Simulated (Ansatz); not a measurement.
## GaC18: nudged elastic band (part 2 of 3)

Continued. System: GaC18 (slab, 19 atoms in the cell). Method: DFT LDA, scalar-relativistic, plane waves, PAW, spin-polarised (Ansatz 0.2.0); cutoff 420 eV, 2×2×1 k-mesh, Gaussian smearing of 0.02 eV, collinear spins. It belongs to a series of runs on one base structure; here: band between the two ends.

Geometry of the input (Å; fractional positions):
```
7.3980  0.0000  0.0000
-3.6990  6.4069  0.0000
0.0000  0.0000  12.0000
C  -0.0063  -0.0031  0.0827
C  0.2156  0.1079  0.0830
C  -0.0072  0.3306  0.0830
C  0.2145  0.4407  0.0829
C  -0.0072  0.6624  0.0830
C  0.2145  0.7741  0.0829
C  0.3257  -0.0037  0.0829
C  0.5474  0.1079  0.0830
C  0.3257  0.3296  0.0829
C  0.5474  0.4397  0.0830
C  0.3246  0.6624  0.0830
C  0.5465  0.7734  0.0827
C  0.6584  -0.0030  0.0827
C  0.8819  0.1087  0.0827
C  0.6590  0.3296  0.0829
C  0.8812  0.4407  0.0829
C  0.6584  0.6616  0.0827
C  0.8819  0.7734  0.0827
Ga 0.7703  0.8852  0.2564
```

### The program's output, continued
```
NEB image 2
preconditioner: auto → Resta (q_TF=auto, 1.987 Å⁻¹)  ε∞=2.0  [insulator: Δε(μ)=0.971 eV  Ē_g=14.208 eV  σ=0.020 eV  W_gap=1.00  n_scr=72 (ndim 8)  ℏωp=14.4 eV  f_vac=0.637  D(μ)=0.00/eV (n_scr^D=0)  ε∞_Penn≈2.0  vacuum switching on, ρ_ref=1.5e-2 e/Å³]
spin=Collinear: Resta preconditioning applied to the charge; magnetization (m = ρ↑ − ρ↓) channel mixes plain (no charge-response kernel on spin).
NEB image 3
preconditioner: auto → Resta (q_TF=auto, 1.987 Å⁻¹)  ε∞=2.0  [insulator: Δε(μ)=0.883 eV  Ē_g=14.194 eV  σ=0.020 eV  W_gap=1.00  n_scr=72 (ndim 8)  ℏωp=14.4 eV  f_vac=0.636  D(μ)=0.00/eV (n_scr^D=0)  ε∞_Penn≈2.0  vacuum switching on, ρ_ref=1.5e-2 e/Å³]
spin=Collinear: Resta preconditioning applied to the charge; magnetization (m = ρ↑ − ρ↓) channel mixes plain (no charge-response kernel on spin).
NEB image 4
spin=Collinear: Resta preconditioning applied to the charge; magnetization (m = ρ↑ − ρ↓) channel mixes plain (no charge-response kernel on spin).
NEB image 5
preconditioner: auto → Resta (q_TF=auto, 1.987 Å⁻¹)  ε∞=2.0  [insulator: Δε(μ)=1.260 eV  Ē_g=14.239 eV  σ=0.020 eV  W_gap=1.00  n_scr=72 (ndim 8)  ℏωp=14.4 eV  f_vac=0.639  D(μ)=0.00/eV (n_scr^D=0)  ε∞_Penn≈2.0  vacuum switching on, ρ_ref=1.5e-2 e/Å³]
spin=Collinear: Resta preconditioning applied to the charge; magnetization (m = ρ↑ − ρ↓) channel mixes plain (no charge-response kernel on spin).
NEB image 1
NSCF: frozen V_eff on 4 k-points
NEB image 2
NSCF: frozen V_eff on 4 k-points
NEB image 4
NSCF: frozen V_eff on 4 k-points
NEB image 5
NSCF: frozen V_eff on 4 k-points
NEB image 3
NSCF: frozen V_eff on 4 k-points
the search or the solves at the SCF's close seem to have found levels that the self-consistency loop had missed (the run counts 2). By its estimate they hold under 1e-12 electrons; where the run keeps them, the occupations were computed again with them
NEB image 3, as the band closes
preconditioner: auto → Resta (q_TF=auto, 1.987 Å⁻¹)  ε∞=2.0  [insulator: Δε(μ)=0.894 eV  Ē_g=14.196 eV  σ=0.020 eV  W_gap=1.00  n_scr=72 (ndim 8)  ℏωp=14.4 eV  f_vac=0.636  D(μ)=0.00/eV (n_scr^D=0)  ε∞_Penn≈2.0  vacuum switching on, ρ_ref=1.5e-2 e/Å³]
spin=Collinear: Resta preconditioning applied to the charge; magnetization (m = ρ↑ − ρ↓) channel mixes plain (no charge-response kernel on spin).
NEB point 1 about image 3
preconditioner: auto → Resta (q_TF=auto, 1.987 Å⁻¹)  ε∞=2.0  [insulator: Δε(μ)=0.891 eV  Ē_g=14.196 eV  σ=0.020 eV  W_gap=1.00  n_scr=72 (ndim 8)  ℏωp=14.4 eV  f_vac=0.636  D(μ)=0.00/eV (n_scr^D=0)  ε∞_Penn≈2.0  vacuum switching on, ρ_ref=1.5e-2 e/Å³]
spin=Collinear: Resta preconditioning applied to the charge; magnetization (m = ρ↑ − ρ↓) channel mixes plain (no charge-response kernel on spin).
NEB point 2 about image 3
spin=Collinear: Resta preconditioning applied to the charge; magnetization (m = ρ↑ − ρ↓) channel mixes plain (no charge-response kernel on spin).
NEB point 3 about image 3
preconditioner: auto → Resta (q_TF=auto, 1.987 Å⁻¹)  ε∞=2.0  [insulator: Δε(μ)=0.866 eV  Ē_g=14.198 eV  σ=0.020 eV  W_gap=1.00  n_scr=72 (ndim 8)  ℏωp=14.4 eV  f_vac=0.636  D(μ)=0.00/eV (n_scr^D=0)  ε∞_Penn≈2.0  vacuum switching on, ρ_ref=1.5e-2 e/Å³]
spin=Collinear: Resta preconditioning applied to the charge; magnetization (m = ρ↑ − ρ↓) channel mixes plain (no charge-response kernel on spin).
NEB point 4 about image 3
preconditioner: auto → Resta (q_TF=auto, 1.987 Å⁻¹)  ε∞=2.0  [insulator: Δε(μ)=0.890 eV  Ē_g=14.196 eV  σ=0.020 eV  W_gap=1.00  n_scr=72 (ndim 8)  ℏωp=14.4 eV  f_vac=0.636  D(μ)=0.00/eV (n_scr^D=0)  ε∞_Penn≈2.0  vacuum switching on, ρ_ref=1.5e-2 e/Å³]
spin=Collinear: Resta preconditioning applied to the charge; magnetization (m = ρ↑ − ρ↓) channel mixes plain (no charge-response kernel on spin).
NEB point 5 about image 3
preconditioner: auto → Resta (q_TF=auto, 1.987 Å⁻¹)  ε∞=2.0  [insulator: Δε(μ)=0.910 eV  Ē_g=14.193 eV  σ=0.020 eV  W_gap=1.00  n_scr=72 (ndim 8)  ℏωp=14.4 eV  f_vac=0.636  D(μ)=0.00/eV (n_scr^D=0)  ε∞_Penn≈2.0  vacuum switching on, ρ_ref=1.5e-2 e/Å³]
spin=Collinear: Resta preconditioning applied to the charge; magnetization (m = ρ↑ − ρ↓) channel mixes plain (no charge-response kernel on spin).
NEB point 6 about image 3
preconditioner: auto → Resta (q_TF=auto, 1.987 Å⁻¹)  ε∞=2.0  [insulator: Δε(μ)=0.896 eV  Ē_g=14.201 eV  σ=0.020 eV  W_gap=1.00  n_scr=72 (ndim 8)  ℏωp=14.4 eV  f_vac=0.636  D(μ)=0.00/eV (n_scr^D=0)  ε∞_Penn≈2.0  vacuum switching on, ρ_ref=1.5e-2 e/Å³]
spin=Collinear: Resta preconditioning applied to the charge; magnetization (m = ρ↑ − ρ↓) channel mixes plain (no charge-response kernel on spin).
NEB point 7 about image 3
preconditioner: auto → Resta (q_TF=auto, 1.987 Å⁻¹)  ε∞=2.0  [insulator: Δε(μ)=0.873 eV  Ē_g=14.199 eV  σ=0.020 eV  W_gap=1.00  n_scr=72 (ndim 8)  ℏωp=14.4 eV  f_vac=0.637  D(μ)=0.00/eV (n_scr^D=0)  ε∞_Penn≈2.0  vacuum switching on, ρ_ref=1.5e-2 e/Å³]
spin=Collinear: Resta preconditioning applied to the charge; magnetization (m = ρ↑ − ρ↓) channel mixes plain (no charge-response kernel on spin).
NEB point 8 about image 3
preconditioner: auto → Resta (q_TF=auto, 1.987 Å⁻¹)  ε∞=2.0  [insulator: Δε(μ)=0.893 eV  Ē_g=14.158 eV  σ=0.020 eV  W_gap=1.00  n_scr=72 (ndim 8)  ℏωp=14.4 eV  f_vac=0.635  D(μ)=0.00/eV (n_scr^D=0)  ε∞_Penn≈2.0  vacuum switching on, ρ_ref=1.5e-2 e/Å³]
spin=Collinear: Resta preconditioning applied to the charge; magnetization (m = ρ↑ − ρ↓) channel mixes plain (no charge-response kernel on spin).
NEB point 9 about image 3
preconditioner: auto → Resta (q_TF=auto, 1.987 Å⁻¹)  ε∞=2.0  [insulator: Δε(μ)=0.869 eV  Ē_g=14.169 eV  σ=0.020 eV  W_gap=1.00  n_scr=72 (ndim 8)  ℏωp=14.4 eV  f_vac=0.635  D(μ)=0.00/eV (n_scr^D=0)  ε∞_Penn≈2.0  vacuum switching on, ρ_ref=1.5e-2 e/Å³]
spin=Collinear: Resta preconditioning applied to the charge; magnetization (m = ρ↑ − ρ↓) channel mixes plain (no charge-response kernel on spin).
NEB point 10 about image 3
preconditioner: auto → Resta (q_TF=auto, 1.987 Å⁻¹)  ε∞=2.0  [insulator: Δε(μ)=0.896 eV  Ē_g=14.196 eV  σ=0.020 eV  W_gap=1.00  n_scr=72 (ndim 8)  ℏωp=14.4 eV  f_vac=0.636  D(μ)=0.00/eV (n_scr^D=0)  ε∞_Penn≈2.0  vacuum switching on, ρ_ref=1.5e-2 e/Å³]
spin=Collinear: Resta preconditioning applied to the charge; magnetization (m = ρ↑ − ρ↓) channel mixes plain (no charge-response kernel on spin).
NEB point 11 about image 3
preconditioner: auto → Resta (q_TF=auto, 1.987 Å⁻¹)  ε∞=2.0  [insulator: Δε(μ)=0.864 eV  Ē_g=14.210 eV  σ=0.020 eV  W_gap=1.00  n_scr=72 (ndim 8)  ℏωp=14.4 eV  f_vac=0.637  D(μ)=0.00/eV (n_scr^D=0)  ε∞_Penn≈2.0  vacuum switching on, ρ_ref=1.5e-2 e/Å³]
spin=Collinear: Resta preconditioning applied to the charge; magnetization (m = ρ↑ − ρ↓) channel mixes plain (no charge-response kernel on spin).
NEB point 12 about image 3
preconditioner: auto → Resta (q_TF=auto, 1.987 Å⁻¹)  ε∞=2.0  [insulator: Δε(μ)=0.867 eV  Ē_g=14.226 eV  σ=0.020 eV  W_gap=1.00  n_scr=72 (ndim 8)  ℏωp=14.4 eV  f_vac=0.637  D(μ)=0.00/eV (n_scr^D=0)  ε∞_Penn≈2.0  vacuum switching on, ρ_ref=1.5e-2 e/Å³]
spin=Collinear: Resta preconditioning applied to the charge; magnetization (m = ρ↑ − ρ↓) channel mixes plain (no charge-response kernel on spin).
  greatest PAW one-centre occupation: 0.995 electrons in one spin orbital (limit 2), on the Ga atom at site 18 (counted from 0), in its partial waves of l = 2
NEB point 13 about image 3
preconditioner: auto → Resta (q_TF=auto, 1.987 Å⁻¹)  ε∞=2.0  [insulator: Δε(μ)=0.882 eV  Ē_g=14.194 eV  σ=0.020 eV  W_gap=1.00  n_scr=72 (ndim 8)  ℏωp=14.4 eV  f_vac=0.636  D(μ)=0.00/eV (n_scr^D=0)  ε∞_Penn≈2.0  vacuum switching on, ρ_ref=1.5e-2 e/Å³]
spin=Collinear: Resta preconditioning applied to the charge; magnetization (m = ρ↑ − ρ↓) channel mixes plain (no charge-response kernel on spin).
NEB point 14 about image 3
preconditioner: auto → Resta (q_TF=auto, 1.987 Å⁻¹)  ε∞=2.0  [insulator: Δε(μ)=0.866 eV  Ē_g=14.203 eV  σ=0.020 eV  W_gap=1.00  n_scr=72 (ndim 8)  ℏωp=14.4 eV  f_vac=0.636  D(μ)=0.00/eV (n_scr^D=0)  ε∞_Penn≈2.0  vacuum switching on, ρ_ref=1.5e-2 e/Å³]
spin=Collinear: Resta preconditioning applied to the charge; magnetization (m = ρ↑ − ρ↓) channel mixes plain (no charge-response kernel on spin).
NEB point 15 about image 3
preconditioner: auto → Resta (q_TF=auto, 1.987 Å⁻¹)  ε∞=2.0  [insulator: Δε(μ)=0.871 eV  Ē_g=14.200 eV  σ=0.020 eV  W_gap=1.00  n_scr=72 (ndim 8)  ℏωp=14.4 eV  f_vac=0.636  D(μ)=0.00/eV (n_scr^D=0)  ε∞_Penn≈2.0  vacuum switching on, ρ_ref=1.5e-2 e/Å³]
spin=Collinear: Resta preconditioning applied to the charge; magnetization (m = ρ↑ − ρ↓) channel mixes plain (no charge-response kernel on spin).
NEB point 16 about image 3
preconditioner: auto → Resta (q_TF=auto, 1.987 Å⁻¹)  ε∞=2.0  [insulator: Δε(μ)=0.871 eV  Ē_g=14.182 eV  σ=0.020 eV  W_gap=1.00  n_scr=72 (ndim 8)  ℏωp=14.4 eV  f_vac=0.636  D(μ)=0.00/eV (n_scr^D=0)  ε∞_Penn≈2.0  vacuum switching on, ρ_ref=1.5e-2 e/Å³]
spin=Collinear: Resta preconditioning applied to the charge; magnetization (m = ρ↑ − ρ↓) channel mixes plain (no charge-response kernel on spin).
NEB point 17 about image 3
preconditioner: auto → Resta (q_TF=auto, 1.987 Å⁻¹)  ε∞=2.0  [insulator: Δε(μ)=0.807 eV  Ē_g=14.211 eV  σ=0.020 eV  W_gap=1.00  n_scr=72 (ndim 8)  ℏωp=14.4 eV  f_vac=0.636  D(μ)=0.00/eV (n_scr^D=0)  ε∞_Penn≈2.0  vacuum switching on, ρ_ref=1.5e-2 e/Å³]
spin=Collinear: Resta preconditioning applied to the charge; magnetization (m = ρ↑ − ρ↓) channel mixes plain (no charge-response kernel on spin).
NEB point 18 about image 3
preconditioner: auto → Resta (q_TF=auto, 1.987 Å⁻¹)  ε∞=2.0  [insulator: Δε(μ)=0.874 eV  Ē_g=14.178 eV  σ=0.020 eV  W_gap=1.00  n_scr=72 (ndim 8)  ℏωp=14.4 eV  f_vac=0.636  D(μ)=0.00/eV (n_scr^D=0)  ε∞_Penn≈2.0  vacuum switching on, ρ_ref=1.5e-2 e/Å³]
spin=Collinear: Resta preconditioning applied to the charge; magnetization (m = ρ↑ − ρ↓) channel mixes plain (no charge-response kernel on spin).
NEB point 19 about image 3
preconditioner: auto → Resta (q_TF=auto, 1.987 Å⁻¹)  ε∞=2.0  [insulator: Δε(μ)=0.891 eV  Ē_g=14.182 eV  σ=0.020 eV  W_gap=1.00  n_scr=72 (ndim 8)  ℏωp=14.4 eV  f_vac=0.636  D(μ)=0.00/eV (n_scr^D=0)  ε∞_Penn≈2.0  vacuum switching on, ρ_ref=1.5e-2 e/Å³]
spin=Collinear: Resta preconditioning applied to the charge; magnetization (m = ρ↑ − ρ↓) channel mixes plain (no charge-response kernel on spin).
NEB point 20 about image 3
spin=Collinear: Resta preconditioning applied to the charge; magnetization (m = ρ↑ − ρ↓) channel mixes plain (no charge-response kernel on spin).
NEB point between images 0 and 1
preconditioner: auto → Resta (q_TF=auto, 1.987 Å⁻¹)  ε∞=2.0  [insulator: Δε(μ)=1.400 eV  Ē_g=14.253 eV  σ=0.020 eV  W_gap=1.00  n_scr=72 (ndim 8)  ℏωp=14.4 eV  f_vac=0.639  D(μ)=0.00/eV (n_scr^D=0)  ε∞_Penn≈2.0  vacuum switching on, ρ_ref=1.5e-2 e/Å³]
spin=Collinear: Resta preconditioning applied to the charge; magnetization (m = ρ↑ − ρ↓) channel mixes plain (no charge-response kernel on spin).
NEB point between images 1 and 2
preconditioner: auto → Resta (q_TF=auto, 1.987 Å⁻¹)  ε∞=2.0  [insulator: Δε(μ)=1.122 eV  Ē_g=14.224 eV  σ=0.020 eV  W_gap=1.00  n_scr=72 (ndim 8)  ℏωp=14.4 eV  f_vac=0.637  D(μ)=0.00/eV (n_scr^D=0)  ε∞_Penn≈2.0  vacuum switching on, ρ_ref=1.5e-2 e/Å³]
spin=Collinear: Resta preconditioning applied to the charge; magnetization (m = ρ↑ − ρ↓) channel mixes plain (no charge-response kernel on spin).
NEB point between images 2 and 3
preconditioner: auto → Resta (q_TF=auto, 1.987 Å⁻¹)  ε∞=2.0  [insulator: Δε(μ)=0.920 eV  Ē_g=14.202 eV  σ=0.020 eV  W_gap=1.00  n_scr=72 (ndim 8)  ℏωp=14.4 eV  f_vac=0.636  D(μ)=0.00/eV (n_scr^D=0)  ε∞_Penn≈2.0  vacuum switching on, ρ_ref=1.5e-2 e/Å³]
spin=Collinear: Resta preconditioning applied to the charge; magnetization (m = ρ↑ − ρ↓) channel mixes plain (no charge-response kernel on spin).
NEB point between images 3 and 4
preconditioner: auto → Resta (q_TF=auto, 1.987 Å⁻¹)  ε∞=2.0  [insulator: Δε(μ)=0.907 eV  Ē_g=14.204 eV  σ=0.020 eV  W_gap=1.00  n_scr=72 (ndim 8)  ℏωp=14.4 eV  f_vac=0.636  D(μ)=0.00/eV (n_scr^D=0)  ε∞_Penn≈2.0  vacuum switching on, ρ_ref=1.5e-2 e/Å³]
spin=Collinear: Resta preconditioning applied to the charge; magnetization (m = ρ↑ − ρ↓) channel mixes plain (no charge-response kernel on spin).
NEB point between images 4 and 5
preconditioner: auto → Resta (q_TF=auto, 1.987 Å⁻¹)  ε∞=2.0  [insulator: Δε(μ)=1.103 eV  Ē_g=14.227 eV  σ=0.020 eV  W_gap=1.00  n_scr=72 (ndim 8)  ℏωp=14.4 eV  f_vac=0.638  D(μ)=0.00/eV (n_scr^D=0)  ε∞_Penn≈2.0  vacuum switching on, ρ_ref=1.5e-2 e/Å³]
spin=Collinear: Resta preconditioning applied to the charge; magnetization (m = ρ↑ − ρ↓) channel mixes plain (no charge-response kernel on spin).
NEB point between images 5 and 6
preconditioner: auto → Resta (q_TF=auto, 1.987 Å⁻¹)  ε∞=2.0  [insulator: Δε(μ)=1.401 eV  Ē_g=14.253 eV  σ=0.020 eV  W_gap=1.00  n_scr=72 (ndim 8)  ℏωp=14.4 eV  f_vac=0.639  D(μ)=0.00/eV (n_scr^D=0)  ε∞_Penn≈2.0  vacuum switching on, ρ_ref=1.5e-2 e/Å³]
spin=Collinear: Resta preconditioning applied to the charge; magnetization (m = ρ↑ − ρ↓) channel mixes plain (no charge-response kernel on spin).
NEB iter   4: max|band force component| = 3.476e-2 eV/Å  barrier→ = 0.2008 eV  barrier← = 0.2008 eV  CI = image 3  CI's point: of a kind that is not told: the force calls were inconclusive, a negative curvature could not be distinguished from the path's own, the only one lies far off the path, or fixed occupations may fill a level only in part  Δτ_max = 0.0000 Å  (246 SCF iters)
  M     (μB):  +0.0000  +0.0000  +0.0000  +0.0000  +0.0000  +0.0000  +0.0000
  M_abs (μB):   0.0000   0.0000   0.0000   0.0000   0.0000   0.0000   0.0000
```

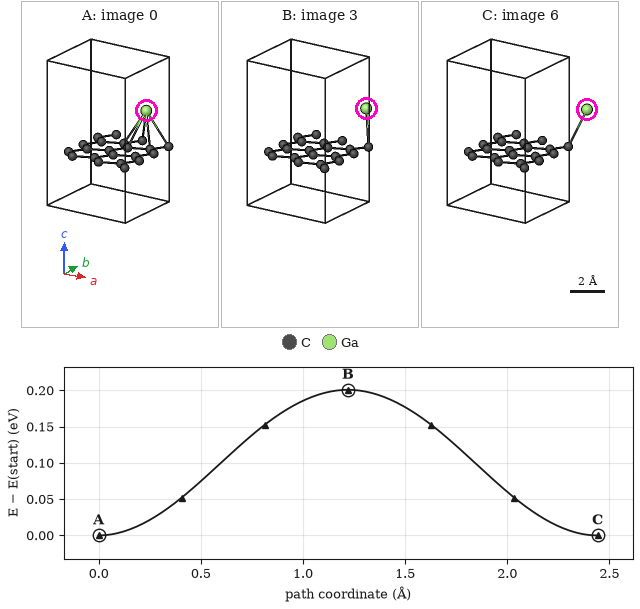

*Images of the last band (counted from 0; ball-and-stick, simulation cell, with the vacuum cut short, seen slightly off an axis), with the moving atom and its periodic copies ringed, above the energy along the path; the line is a cubic interpolation that uses the forces.*

The highest image is number 3, 0.201 eV above the start and 0.201 eV above the end (the climbing image); start and end have the same energy. The path is 2.44 Å long, and Ga19 moves most (2.47 Å). The band converged in 4 iterations.

```
Magnetization: 0.0000 μB (42.5000 up, 42.5000 down)
Absolute magnetization: 0.0000 μB (∫|ρ↑−ρ↓|)
Spin contamination: 0.0000 ħ² per cell (⟨S²⟩ above its minimum at these occupations)
Per-site moments (μB) at R_I (Å): [(0.0, 0.5892271680391583), (0.0, 0.5862721127462496), (0.0, 0.5868479320185886), (0.0, 0.5861861660570645), (0.0, 0.58565663464605), (0.0, 0.5864050321824482), (0.0, 0.5856581790771997), (0.0, 0.5856581790771997), (0.0, 0.5860946392680971), (0.0, 0.5860946392680971), (0.0, 0.5861853414669717), (0.0, 0.5861853414669717), (0.0, 0.5868488500961798), (0.0, 0.5898955701950686), (0.0, 0.5861576343350416), (0.0, 0.58565663464605), (0.0, 0.5860950967763966), (0.0, 0.5862708623852129), (0.0, 0.9350325629833593)]
Free energy (F): -8078.276546 eV
Harris-Foulkes:  -8078.276546 eV  (|F-HF|=5.41e-9)
Internal energy: -8078.276546 eV  (E = F + TS)
E sigma→0 (E₀):  -8078.276546 eV
Fermi energy:    -0.140801 eV
--- Per-component energies (eV) ---
  E_band       = -870.535086
  E_kinetic    = 1754.738327
  E_local      = -20856.829248  (includes V_loc(G=0)·N_el)
  E_nonlocal   = 932.697661
  E_hartree    = 9480.283695
  E_xc         = -924.026664
  E_vxc        = -1121.404516  (∫ρ·V_xc dr)
  E_paw        = -3560.195161  (= ΣΔE_a)
  E_vpaw       = -540.308249  (= ΣTr[D̂ρ^β])
  E_aug_tail   = 0.000055  (compensation charges beyond the density's cutoff)
  E_ewald      = 5092.195324
  E_core_change = 2.859465  (= ΣΔE_core)
  E_smearing   = -0.000000  (= −TS)
  E_closure    = 0.000000  (closes the sum)
  Σ components = -8078.276546   (vs F -8078.276546, Δ=0.00e0)
--- Forces (eV/Å), atoms counted from 1 ---
  atom   1  C     -0.03325898     0.01913216     0.00514996
  atom   2  C      0.02197759     0.02507368     0.00200792
  atom   3  C      0.00968565     0.03277296     0.00298857
  atom   4  C      0.00425898    -0.01857160    -0.00153383
  atom   5  C      0.01605468     0.00647319    -0.00004601
  atom   6  C     -0.00742148     0.00396637    -0.00072749
[...]
  atom   7  C      0.00250407    -0.01674226    -0.00010098
  atom   8  C     -0.00119974     0.01596162    -0.00102893
  atom   9  C     -0.01963685    -0.00474292    -0.00127399
  atom  10  C      0.00799786    -0.00445006     0.00262144
  atom  11  C     -0.01011726     0.00603223    -0.00019628
  atom  12  C      0.01878081     0.00589356    -0.00149992
  atom  13  C     -0.02395657    -0.02542625     0.00293452
  atom  14  C      0.02267387    -0.01274089     0.00081183
  atom  15  C      0.01055168    -0.00606559    -0.00189845
  atom  16  C     -0.01474362    -0.00695348    -0.00108775
  atom  17  C     -0.00629283     0.01949108    -0.00130425
  atom  18  C     -0.01080761    -0.03170287     0.00196631
  atom  19  Ga     0.01298957    -0.00741696    -0.01229836
  max |Σ_I F_I| component: 4.52e-3 eV/Å
--- Band table (eV; the first three rows and the last of 8) ---
  k-point 0 ↑: bands = ["-19.9261", "-17.6777", "-17.3923", "-17.3413", "-17.2386", "-17.2093", "-17.1756", "-16.3835", "-16.3821", "-16.3422", "-16.3208", "-16.2789", "-12.9963", "-12.9515", "-12.9325", "-12.9183", "-11.1640", "-11.1491", "-10.1351", "-10.1068", "-10.0972", "-10.0409", "-10.0408", "-10.0139", "-8.8682", "-6.6684", "-6.3666", "-6.3587", "-6.3426", "-6.2660", "-6.2549", "-6.2532", "-5.5554", "-5.4069", "-5.2101", "-5.1515", "-5.0965", "-4.0633", "-3.5536", "-3.5521", "-0.8981", "-0.8307", "-0.6419", "-0.5877", "1.0471", "1.4247", "2.4806", "2.7582", "3.8910", "3.9134", "4.0262", "4.2451", "4.3639", "4.3753", "4.4023", "4.9416", "5.3481", "5.3561", "5.8611", "6.6262", "6.6463", "6.7339"]
  k-point 1 ↑: bands = ["-19.3981", "-19.1481", "-17.9960", "-17.9319", "-16.4242", "-16.3862", "-16.3826", "-16.3727", "-16.3640", "-15.4846", "-15.4459", "-15.4182", "-15.4030", "-14.5816", "-13.7062", "-11.9056", "-11.8730", "-11.7697", "-11.7649", "-8.7033", "-8.6375", "-8.5372", "-8.5097", "-8.4918", "-8.1893", "-8.1796", "-7.4416", "-6.9546", "-6.9434", "-6.9387", "-6.3435", "-6.0740", "-5.8580", "-5.7474", "-4.7291", "-4.6481", "-4.6371", "-3.5182", "-3.3444", "-3.3098", "-3.2157", "-2.9289", "0.3065", "0.7941", "1.4174", "1.6039", "1.9192", "1.9654", "2.1054", "2.8449", "3.6799", "4.0032", "4.5626", "4.6392", "5.3506", "5.5001", "5.5833", "5.7106", "5.8364", "6.0347", "6.1757", "6.6163"]
```
